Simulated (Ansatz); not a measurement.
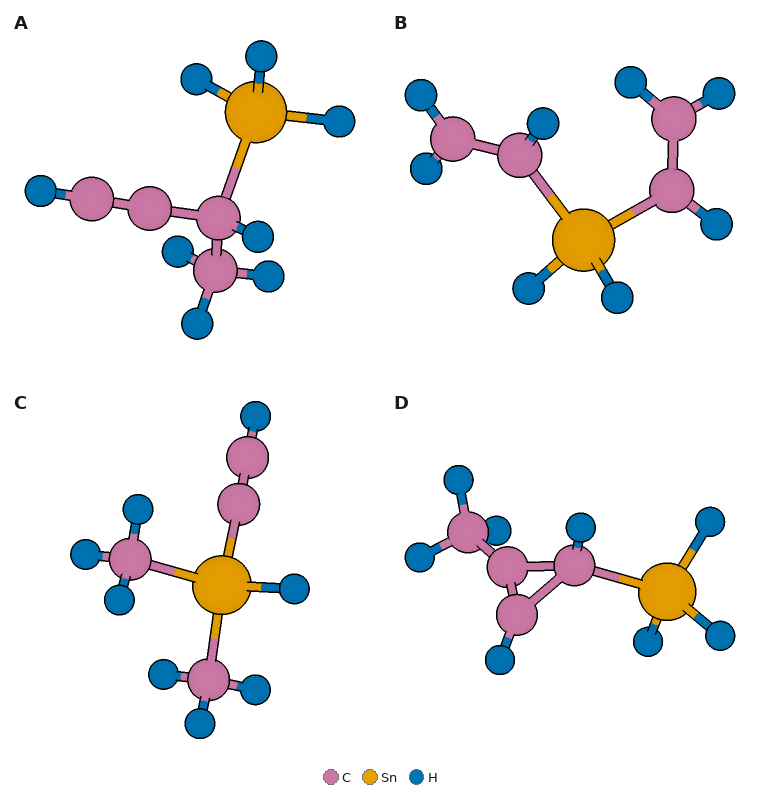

Source: calculation with Ansatz.

### Which panel belongs to which SMILES?
(1) C#[C][SnH]([CH3])[CH3]
(2) C=[CH][SnH2][CH]=C
(3) CC1=C[C@H]1[SnH3]
(4) C#C[C@@H](C)[SnH3]

A is (4), B is (2), C is (1), D is (3).
